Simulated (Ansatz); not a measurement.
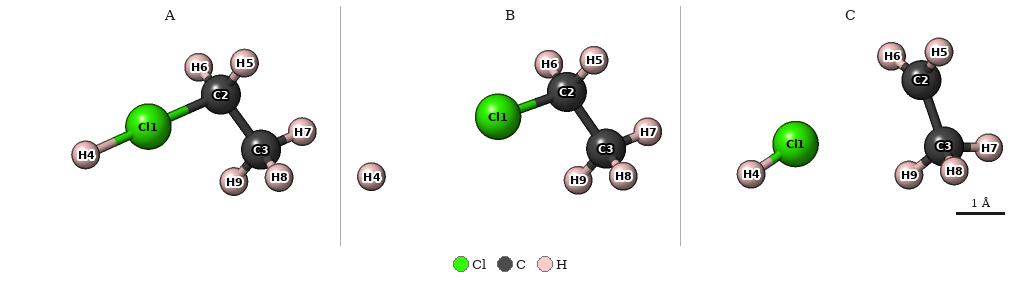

Three geometries of C₂H₆Cl (multiplicity 2): a saddle point and the two minima that it joins, in shuffled order. A ball-and-stick model, seen at a tilt. Sticks join atoms that are closer than about 1.2 times the sum of their covalent radii (a little more with hydrogen).

Stationary points at PBE0-D4/def2-TZVP, single-point energies with CCSD(T)/CBS, r2SCAN0-D4, RPA@PBE (def2-TZVPP where no basis is named; Ansatz 0.2.0). The energies are electronic, without zero-point or thermal terms, and both ends are the minima reached downhill from the saddle, with any fragments still in contact. CCSD(T)/CBS stands for a frozen-core estimate: MP2 correlation extrapolated from def2-TZVPP and def2-QZVPP, CCSD(T) minus MP2 from the smaller set.

> Identify the saddle point and describe the reaction.

Frame A is the saddle point. Counted by bonded pieces, B holds C₂H₅Cl + H and C holds C₂H₅ + HCl. From B over the saddle to C, a bond forms: Cl1–H4 (3.40 → 1.67 → 1.28 Å). A bond breaks: Cl1–C2 (1.79 → 1.93 → 3.41 Å). The saddle has one imaginary mode, 822i cm⁻¹. With CCSD(T)/CBS the barrier is 9.5 kcal/mol from B and 29.1 kcal/mol from C, and C lies 19.6 kcal/mol below B.

```csv
level,barrier from B (kcal/mol),barrier from C (kcal/mol),C less B (kcal/mol)
CCSD(T)/CBS,9.5,29.1,−19.6
r2SCAN0-D4,4.7,27.7,−23.0
RPA@PBE,10.8,30.6,−19.8
```

Against CCSD(T)/CBS, RPA@PBE comes closest on the barrier from B (+1.3 kcal/mol) and r2SCAN0-D4 misses most (−4.8 kcal/mol).

Limits of the set-up: the start holds two separate molecules, 3.4 Å apart at their closest, whose relative position is a soft coordinate.
